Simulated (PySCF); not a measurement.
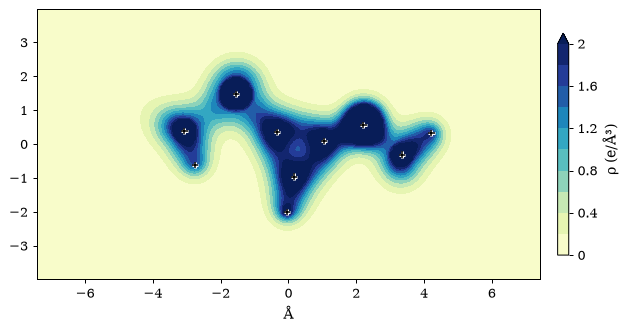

The electron density on a plane through atoms (crosses mark nuclei in the plane).

Computed with PySCF 2.14.0, B3LYP/def2-SVPD, SCF density, gas phase.

Candidates:
A. C$_{7}$H$_{7}$OS (SMILES C#CCSc1c[c+]1OC) (charge +1)
B. C$_{5}$H$_{6}$Cl$_{2}$O$_{2}$ (SMILES C=C(C(=O)OC)C(Cl)Cl)

Q: Which system is this?

A: Candidate A: C$_{7}$H$_{7}$OS on the plane of atoms S4, C5 and C6, which holds C, S, O and H. C–O (1.26 Å): ρ at the midpoint is about 2.9 e/Å³. C–S (1.65 Å): ρ at the midpoint is about 1.6 e/Å³.
